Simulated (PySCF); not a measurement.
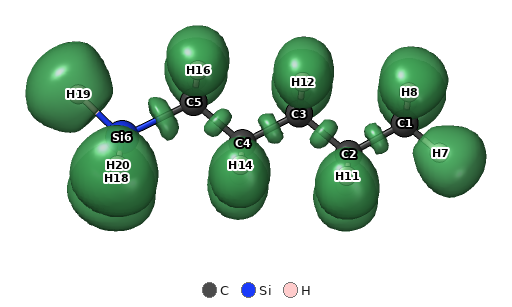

Figure 1: C5H14Si (SMILES CCCCC[SiH3]). Isosurface of the ELF at 0.85 (green), seen across its widest extent. Core shells and regions of very low density are left out.

Geometry: GFN2-xTB, NEB image 0 of 0 to 8.

The calculation used PySCF, PBE0/pcSseg-1, SCF density, gas phase, non-relativistic.

```csv
atom,x (Å),y (Å),z (Å)
C,-3.2655,-0.1069,0.0711
C,-1.9048,0.5328,0.3195
C,-0.7711,-0.3251,-0.2372
C,0.6057,0.2931,-0.0017
C,1.7255,-0.5784,-0.5645
Si,3.4580,0.1538,-0.2936
H,-4.0638,0.5140,0.4714
H,-3.3188,-1.0841,0.5465
H,-3.4346,-0.2380,-0.9956
H,-1.8748,1.5198,-0.1483
H,-1.7585,0.6723,1.3931
H,-0.8057,-1.3126,0.2306
H,-0.9224,-0.4658,-1.3107
H,0.7573,0.4345,1.0714
H,0.6413,1.2806,-0.4687
H,1.6676,-1.5676,-0.1044
H,1.5523,-0.7298,-1.6325
H,3.5470,1.4602,-0.9502
H,4.4555,-0.7522,-0.8665
H,3.7047,0.3103,1.1419
```

What do the ELF domains correspond to?

Answer. The surface consists of four regions between bonded C–C atoms (shared pairs), one region between bonded C–Si atoms (shared pairs) and 14 regions around hydrogen nuclei.

Values along the shortest contacts:
C–C (1.52 Å): the ELF peaks at about 0.95 between the atoms, as expected for a covalent bond. C–Si (1.90 Å): the ELF peaks at about 0.95 between the atoms (a shared electron pair).
